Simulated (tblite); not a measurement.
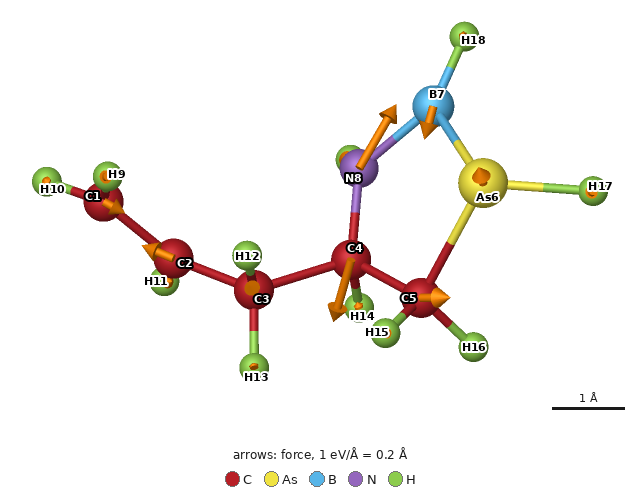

Starting geometry of C₅H₁₁AsBN with the computed forces as orange arrows. The picture is a ball-and-stick view, seen at a tilt.

Method: GFN2-xTB geometry optimisation, gas phase in tblite. 

What follows when this structure is relaxed?

Answer. It isn't relaxed: the largest force vector, on the N atom, is 5.42 eV/Å. The final displacements have little in common with the starting forces (cosine between the two patterns 0.18). Over 116 geometry steps the energy falls by 33.9 kcal/mol. The largest move after the best rigid fit is that of an H atom, 0.85 Å. By element the largest moves are H 0.85 Å, C 0.45 Å, B 0.39 Å, As 0.33 Å, N 0.18 Å. Near-neighbour distances that change, for instance: B–N 1.470 → 1.377 Å, C–N 1.365 → 1.454 Å, C–C 1.470 → 1.527 Å, C–H 1.143 → 1.100 Å. Bond angles that change, for instance: B–As–H 110.6° → 93.5°, C–As–H 111.5° → 95.4°, C–C–N 120.1° → 107.6°. Groups turn about C–C by about 25°. The run took 0.69 s on 1 thread of Arm Neoverse V2, on a shared host.
